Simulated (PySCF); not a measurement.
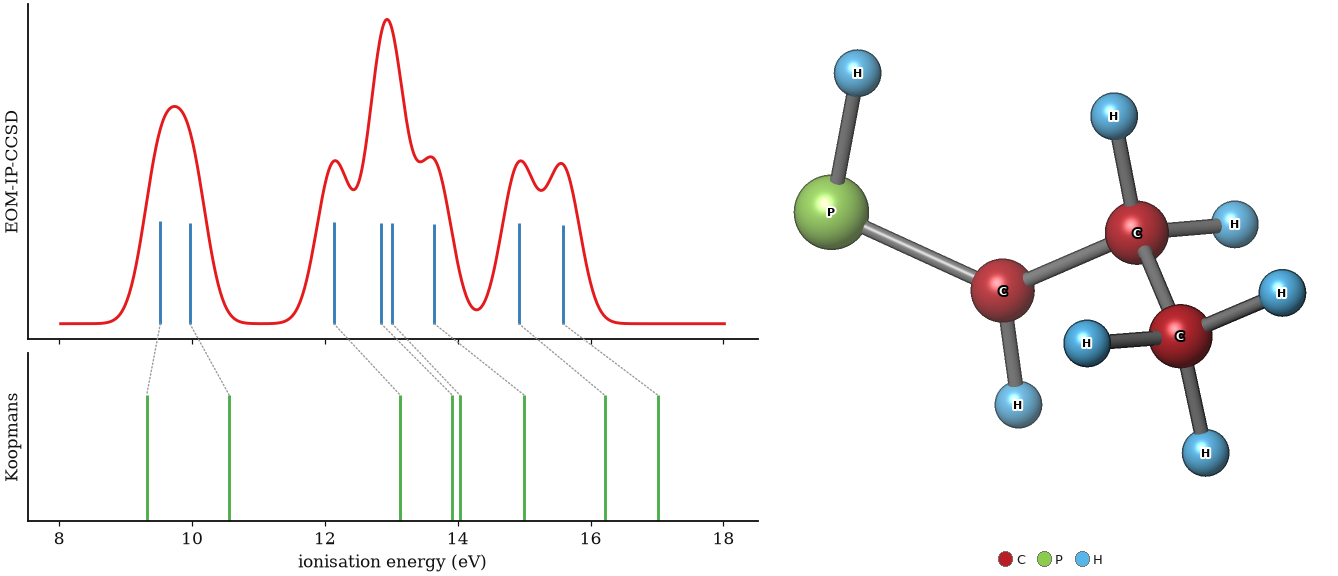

Valence photoelectron lines of C₃H₇P: vertical EOM-IP-CCSD/aug-cc-pVDZ (frozen core, PySCF 2.14.0, at a PBE0-D3(BJ)/def2-SVP geometry (no frequency check); 8 lines, one for each of the 8 highest orbitals, so a line of a deeper orbital can be missing among them) above, Hartree-Fock orbital energies with the sign turned below, non-relativistic; dotted lines join each line to its leading orbital. Stick heights are one-hole weights (summed over degenerate lines), not cross-sections; Gaussian width 0.60 eV.

**What is the first vertical ionisation energy, and how far is Koopmans' value off?**

9.52 eV from the HOMO; Koopmans gives 9.32 eV, 0.21 eV too low.

**List the lines.**

| hole | EOM-IP-CCSD (eV) | Koopmans (eV) | one-hole weight |
| --- | --- | --- | --- |
| HOMO | 9.52 | 9.32 | 0.96 |
| HOMO-1 | 9.97 | 10.56 | 0.95 |
| HOMO-2 | 12.13 | 13.14 | 0.96 |
| HOMO-3 | 12.85 | 13.92 | 0.95 |
| HOMO-4 | 13.01 | 14.03 | 0.95 |
| HOMO-5 | 13.65 | 15.00 | 0.94 |
| HOMO-6 | 14.92 | 16.21 | 0.94 |
| HOMO-7 | 15.58 | 17.01 | 0.93 |

Known limits of this run: small basis, so the lines can lie some tenths of an eV too low; one conformer of a flexible molecule.
